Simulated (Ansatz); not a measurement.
```xyz
21
charge 0, multiplicity 1
C     2.1309   -2.1286   -0.9582
N     0.7397   -1.7846   -0.7576
Hf   -0.0300    0.1066   -0.6415
O     0.4078    1.2597   -2.1482
N    -2.0553   -0.1169   -0.4765
C    -2.9082   -0.2049    0.6899
N     0.6962    0.8692    1.1137
C     0.8294    2.2546    1.5097
H     2.5295   -2.7592   -0.1525
H     2.3109   -2.6505   -1.9073
H     2.7456   -1.2220   -0.9756
H     0.1548   -2.6082   -0.7336
H     0.8176    1.5461   -2.9570
H    -2.6128   -0.0693   -1.3215
H    -2.2969   -0.1993    1.5957
H    -3.5034   -1.1274    0.7059
H    -3.6060    0.6391    0.7688
H     1.0686    0.2483    1.8200
H     0.2545    2.4919    2.4145
H     0.4553    2.9098    0.7171
H     1.8718    2.5456    1.6942
```

What structure does this define?

It has 21 atoms: 3 carbon, 13 hydrogen, 1 hafnium, 3 nitrogen and 1 oxygen (C₃H₁₃HfN₃O). As SMILES it reads `C[NH][Hf]([OH])([NH]C)[NH]C`. Coordination: 3 C tetrahedral; 3 N trigonal planar; 1 Hf tetrahedral; 1 O bent.

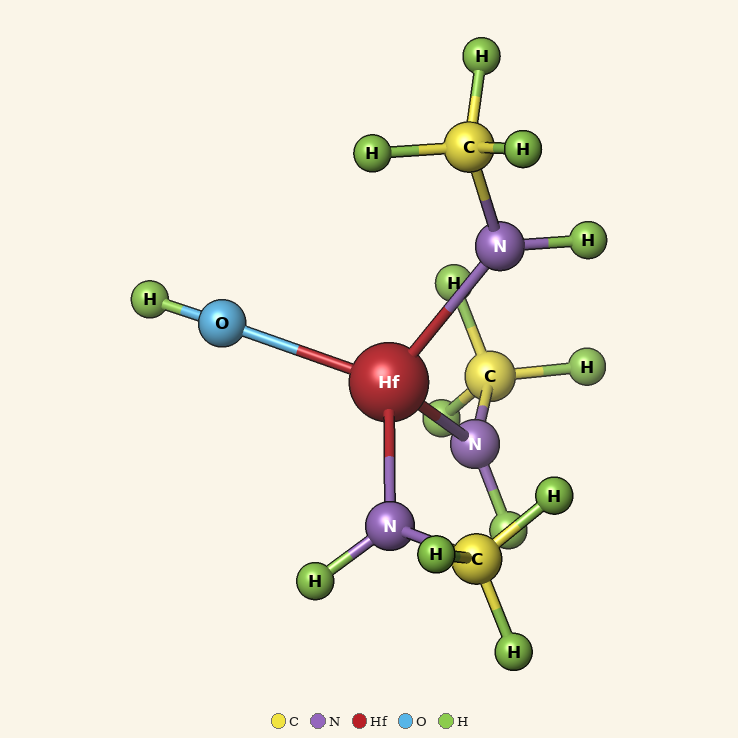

Source: calculation with Ansatz.
